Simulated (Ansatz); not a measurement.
# AlAsH₃ (doublet): wB97M-V, B2PLYP, RPA-PBE over vertical spin and charge gaps and displaced geometries, cc-pVDZ, part 2 of 2

Ansatz 0.2.0, Gaussian basis; cc-pVDZ, all electrons in the functionals, frozen cores in the correlation of double hybrids and RPA. The steps go on from the part before.

## Step 13: B2PLYP, displaced geometry v2

File in.yaml:

```yaml
crystal:
  periodic: [false, false, false]
  atoms:
    - {symbol: Al, position_ang: [0.119663, 0.016422, 1.743034]}
    - {symbol: As, position_ang: [-0.045211, -0.023424, -0.684988]}
    - {symbol: H, position_ang: [0.031409, 1.355703, 2.558805]}
    - {symbol: H, position_ang: [0.114517, -1.451163, 2.533785]}
    - {symbol: H, position_ang: [0.011459, 1.396979, -0.835745]}
basis:
  gaussian: {orbitals: cc-pVDZ}
magnetization: {spin_polarized: true, initial_magnetization: 1}
hamiltonian: {xc: {name: B2PLYP}}
correlation: {electrons: outside_noble_gas}
```

Started as:

```console
ansatz run in.yaml --threads 1 --pin off --events-out ev --progress --plain --max-ram 2393MiB
```

Output (excerpt; [...] marks lines left out):

```text
Functional definition: B2PLYP
  name "B2PLYP"
  cite "Grimme, J. Chem. Phys. 124, 034108 (2006) doi:10.1063/1.2148954"
  cite "Becke, Phys. Rev. A 38, 3098 (1988) doi:10.1103/PhysRevA.38.3098"
  cite "Lee, Yang & Parr, Phys. Rev. B 37, 785 (1988) doi:10.1103/PhysRevB.37.785"
[...]
639 factors; integrals over basis functions are off by at most 1.0e-3 eV
[...]
mean field -67468.82171591 eV, -2479.4334660498 hartree, gradient 9.9e-7 eV, S^2 0.754002; 2 other end points of the search recorded, 0 dependent functions left out
19 core orbitals not correlated: weight in the atoms' cores, before any rotation towards them, 1.000 or more for the frozen orbitals, at most 0.000 for the correlated occupied ones
reference -67468.82186222 eV, -2479.4334714265 hartree; 6, 5 occupied and 35, 36 virtual orbitals, 639 factors
second order -5.31191056 eV of doubles, -0.00000000 eV of singles
Total energy: -67470.25607807 eV, -2479.4861778869 hartree
```

Run time: 11 s. Hardware: 1 thread of Intel Xeon at 2.50GHz, shared host.

From the report: ⟨S²⟩ of the determinant 0.754 (pure doublet: 0.75).

From charge 0, doublet: +15.5 kJ/mol.

## Step 14: RPA-PBE, charge 0, doublet

File in.yaml:

```yaml
crystal:
  periodic: [false, false, false]
  atoms:
    - {symbol: Al, position_ang: [0.000000, 0.020463, 1.750773]}
    - {symbol: As, position_ang: [0.000000, -0.027757, -0.688843]}
    - {symbol: H, position_ang: [0.000000, 1.383794, 2.563130]}
    - {symbol: H, position_ang: [0.000000, -1.367803, 2.519896]}
    - {symbol: H, position_ang: [0.000000, 1.499472, -0.746751]}
basis:
  gaussian: {orbitals: cc-pVDZ}
magnetization: {spin_polarized: true, initial_magnetization: 1}
hamiltonian: {xc: {name: PBE}}
correlation: {method: rpa, electrons: outside_noble_gas}
```

Same command.

Output (excerpt; [...] marks lines left out):

```text
Functional definition: PBE
  name "PBE"
  cite "Perdew, Burke & Ernzerhof, Phys. Rev. Lett. 77, 3865 (1996) doi:10.1103/PhysRevLett.77.3865"
  parent pbe
[...]
639 factors; integrals over basis functions are off by at most 1.3e-3 eV
[...]
mean field -67472.12112294 eV, -2479.5547170217 hartree, gradient 5.6e-6 eV, S^2 0.752171; 4 other end points of the search recorded, 0 dependent functions left out
19 core orbitals not correlated: weight in the atoms' cores, before any rotation towards them, 0.999 or more for the frozen orbitals, at most 0.000 for the correlated occupied ones
reference -67424.20271300 eV, -2477.7937479367 hartree; 6, 5 occupied and 35, 36 virtual orbitals, 639 factors
Total energy: -67433.14240722 eV, -2478.1222756399 hartree
```

It took 25 s on 1 thread of Intel Xeon at 2.50GHz, shared host.

From the report: ⟨S²⟩ of the determinant 0.752 (pure doublet: 0.75).

## Step 15: RPA-PBE, charge 0, quartet

in.yaml: that of step 14 with these lines changed.

```diff
@@ -10,3 +10,3 @@
   gaussian: {orbitals: cc-pVDZ}
-magnetization: {spin_polarized: true, initial_magnetization: 1}
+magnetization: {spin_polarized: true, initial_magnetization: 3}
 hamiltonian: {xc: {name: PBE}}
```

Same command.

Output (excerpt; [...] marks lines left out):

```text
Functional definition: PBE
  name "PBE"
  cite "Perdew, Burke & Ernzerhof, Phys. Rev. Lett. 77, 3865 (1996) doi:10.1103/PhysRevLett.77.3865"
  parent pbe
[...]
639 factors; integrals over basis functions are off by at most 1.3e-3 eV
[...]
mean field -67468.38233545 eV, -2479.4173191158 hartree, gradient 2.2e-6 eV, S^2 3.755604; 12 other end points of the search recorded, 0 dependent functions left out
19 core orbitals not correlated: weight in the atoms' cores, before any rotation towards them, 0.999 or more for the frozen orbitals, at most 0.000 for the correlated occupied ones
reference -67420.23836028 eV, -2477.6480606615 hartree; 7, 4 occupied and 34, 37 virtual orbitals, 639 factors
Total energy: -67429.30448698 eV, -2477.9812346723 hartree
```

It took 28 s on 1 thread of Intel Xeon at 2.50GHz, shared host.

From the report: ⟨S²⟩ of the determinant 3.756 (pure quartet: 3.75).

From charge 0, doublet: +370.3 kJ/mol.

## Step 16: RPA-PBE, charge 1, singlet

in.yaml: that of step 15 with these lines changed.

```diff
@@ -10,3 +10,4 @@
   gaussian: {orbitals: cc-pVDZ}
-magnetization: {spin_polarized: true, initial_magnetization: 3}
+total_charge: 1
+magnetization: {spin_polarized: true, initial_magnetization: 0}
 hamiltonian: {xc: {name: PBE}}
```

The command is unchanged.

Output (excerpt; [...] marks lines left out):

```text
Functional definition: PBE
  name "PBE"
  cite "Perdew, Burke & Ernzerhof, Phys. Rev. Lett. 77, 3865 (1996) doi:10.1103/PhysRevLett.77.3865"
  parent pbe
[...]
639 factors; integrals over basis functions are off by at most 1.3e-3 eV
[...]
mean field -67463.00197618 eV, -2479.2195945596 hartree, gradient 4.0e-6 eV, S^2 0.722108; 21 other end points of the search recorded, 0 dependent functions left out
19 core orbitals not correlated: weight in the atoms' cores, before any rotation towards them, 0.999 or more for the frozen orbitals, at most 0.000 for the correlated occupied ones
reference -67415.60505236 eV, -2477.4777897358 hartree; 5, 5 occupied and 36, 36 virtual orbitals, 639 factors
Total energy: -67424.05818131 eV, -2477.7884364952 hartree
```

Run time: 39 s. Hardware: 1 thread of Intel Xeon at 2.50GHz, shared host.

From the report: ⟨S²⟩ of the determinant 0.722 (pure singlet: 0.00). The determinant is far from a pure spin state, so its energy mixes those of several spin states (harmless only where they are near-degenerate, as at dissociation).

From charge 0, doublet: +876.5 kJ/mol.

## Step 17: RPA-PBE, charge 1, triplet

in.yaml: that of step 16 with these lines changed.

```diff
@@ -11,3 +11,3 @@
 total_charge: 1
-magnetization: {spin_polarized: true, initial_magnetization: 0}
+magnetization: {spin_polarized: true, initial_magnetization: 2}
 hamiltonian: {xc: {name: PBE}}
```

Same command.

Output (excerpt; [...] marks lines left out):

```text
Functional definition: PBE
  name "PBE"
  cite "Perdew, Burke & Ernzerhof, Phys. Rev. Lett. 77, 3865 (1996) doi:10.1103/PhysRevLett.77.3865"
  parent pbe
[...]
639 factors; integrals over basis functions are off by at most 1.3e-3 eV
[...]
mean field -67463.02351275 eV, -2479.2203860137 hartree, gradient 6.4e-6 eV, S^2 2.003748; 7 other end points of the search recorded, 0 dependent functions left out
19 core orbitals not correlated: weight in the atoms' cores, before any rotation towards them, 0.999 or more for the frozen orbitals, at most 0.000 for the correlated occupied ones
reference -67415.69704092 eV, -2477.4811702530 hartree; 6, 4 occupied and 35, 37 virtual orbitals, 639 factors
Total energy: -67424.03902035 eV, -2477.7877323428 hartree
```

It took 16 s on 1 thread of Intel Xeon at 2.50GHz, shared host.

From the report: ⟨S²⟩ of the determinant 2.004 (pure triplet: 2.00).

From charge 0, doublet: +878.3 kJ/mol.

## Step 18: RPA-PBE, displaced geometry v1

File in.yaml:

```yaml
crystal:
  periodic: [false, false, false]
  atoms:
    - {symbol: Al, position_ang: [0.001618, 0.031797, 1.760208]}
    - {symbol: As, position_ang: [0.000785, -0.032566, -0.690561]}
    - {symbol: H, position_ang: [0.048749, 1.438295, 2.518799]}
    - {symbol: H, position_ang: [-0.054028, -1.376116, 2.505367]}
    - {symbol: H, position_ang: [-0.096412, 1.507338, -0.812769]}
basis:
  gaussian: {orbitals: cc-pVDZ}
magnetization: {spin_polarized: true, initial_magnetization: 1}
hamiltonian: {xc: {name: PBE}}
correlation: {method: rpa, electrons: outside_noble_gas}
```

Launched as before.

Output (excerpt; [...] marks lines left out):

```text
Functional definition: PBE
  name "PBE"
  cite "Perdew, Burke & Ernzerhof, Phys. Rev. Lett. 77, 3865 (1996) doi:10.1103/PhysRevLett.77.3865"
  parent pbe
[...]
639 factors; integrals over basis functions are off by at most 1.2e-3 eV
[...]
mean field -67472.12454391 eV, -2479.5548427400 hartree, gradient 5.4e-6 eV, S^2 0.752202; 2 other end points of the search recorded, 0 dependent functions left out
19 core orbitals not correlated: weight in the atoms' cores, before any rotation towards them, 0.999 or more for the frozen orbitals, at most 0.000 for the correlated occupied ones
reference -67424.18656218 eV, -2477.7931544049 hartree; 6, 5 occupied and 35, 36 virtual orbitals, 639 factors
Total energy: -67433.14108885 eV, -2478.1222271905 hartree
```

It took 12 s on 1 thread of Intel Xeon at 2.50GHz, shared host.

From the report: ⟨S²⟩ of the determinant 0.752 (pure doublet: 0.75).

From charge 0, doublet: +0.1 kJ/mol.

## Step 19: RPA-PBE, displaced geometry v2

File in.yaml:

```yaml
crystal:
  periodic: [false, false, false]
  atoms:
    - {symbol: Al, position_ang: [0.119663, 0.016422, 1.743034]}
    - {symbol: As, position_ang: [-0.045211, -0.023424, -0.684988]}
    - {symbol: H, position_ang: [0.031409, 1.355703, 2.558805]}
    - {symbol: H, position_ang: [0.114517, -1.451163, 2.533785]}
    - {symbol: H, position_ang: [0.011459, 1.396979, -0.835745]}
basis:
  gaussian: {orbitals: cc-pVDZ}
magnetization: {spin_polarized: true, initial_magnetization: 1}
hamiltonian: {xc: {name: PBE}}
correlation: {method: rpa, electrons: outside_noble_gas}
```

The command is unchanged.

Output (excerpt; [...] marks lines left out):

```text
Functional definition: PBE
  name "PBE"
  cite "Perdew, Burke & Ernzerhof, Phys. Rev. Lett. 77, 3865 (1996) doi:10.1103/PhysRevLett.77.3865"
  parent pbe
[...]
639 factors; integrals over basis functions are off by at most 1.0e-3 eV
[...]
mean field -67471.94802947 eV, -2479.5483559540 hartree, gradient 4.4e-6 eV, S^2 0.752088; 3 other end points of the search recorded, 0 dependent functions left out
19 core orbitals not correlated: weight in the atoms' cores, before any rotation towards them, 0.999 or more for the frozen orbitals, at most 0.000 for the correlated occupied ones
reference -67424.06877844 eV, -2477.7888259323 hartree; 6, 5 occupied and 35, 36 virtual orbitals, 639 factors
Total energy: -67432.96652515 eV, -2478.1158120928 hartree
```

It took 11 s on 1 thread of Intel Xeon at 2.50GHz, shared host.

From the report: ⟨S²⟩ of the determinant 0.752 (pure doublet: 0.75).

From charge 0, doublet: +17.0 kJ/mol.

## Step 20: Against the wave-function levels

The yardstick is UCCSDT(Q), where the cluster series has nearly closed. It comes from earlier runs at the same points. Energies in kJ/mol, counted from charge 0, doublet; blanks weren't run or aren't comparable.

```csv
level,doublet to quartet,ionisation to the singlet cation,ionisation to the triplet cation,displacement v1,displacement v2
UCCSDT(Q),377.8,,861.6,0.4,16.1
wB97M-V,403.1,879.8,887.4,1.1,15.0
B2PLYP,394.5,876.0,879.4,0.7,15.5
RPA-PBE,370.3,876.5,878.3,0.1,17.0
```

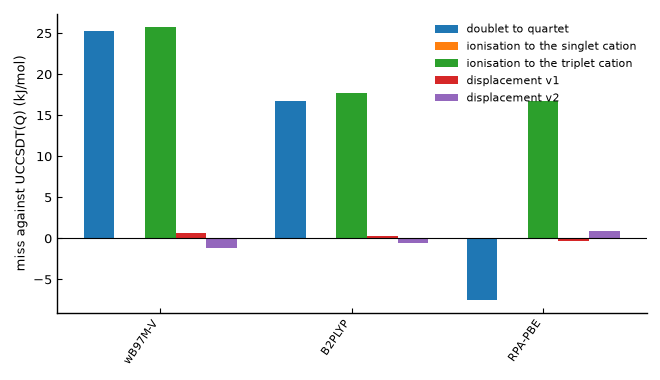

Misses of the gaps against UCCSDT(Q).

Largest miss and mean time a point (UCCSDT(Q) took 2.2 min a point; shared hosts):

```csv
level,largest miss (kJ/mol),where,time a point
wB97M-V,+25.7,ionisation to the triplet cation,31 s
B2PLYP,+17.8,ionisation to the triplet cation,12 s
RPA-PBE,+16.7,ionisation to the triplet cation,22 s
```

## Step 21: Results

The summary covers parts 1 to 2.

```
                                   quantity                                            value
              doublet to quartet, UCCSDT(Q)                                     377.8 kJ/mol
ionisation to the triplet cation, UCCSDT(Q)                                     861.6 kJ/mol
                 displacement v1, UCCSDT(Q)                                       0.4 kJ/mol
                 displacement v2, UCCSDT(Q)                                      16.1 kJ/mol
                      largest miss, wB97M-V  +25.7 kJ/mol (ionisation to the triplet cation)
                       largest miss, B2PLYP  +17.8 kJ/mol (ionisation to the triplet cation)
                      largest miss, RPA-PBE  +16.7 kJ/mol (ionisation to the triplet cation)
```

What this shows: Misses are known at 4 of 5 points at best, and only functionals with that many are ranked. Of the functionals, RPA-PBE keep the smallest largest miss at the points compared (at most 16.7 kJ/mol) and wB97M-V strays most (25.7 kJ/mol, at ionisation to the triplet cation). wB97M-V, B2PLYP, RPA-PBE clearly break the spin symmetry at some points (⟨S²⟩ up to 0.72 above the pure value), so energy there is bought with a mixed spin. Functionals and the yardstick converge differently with the basis, so part of each miss in cc-pVDZ is the basis.
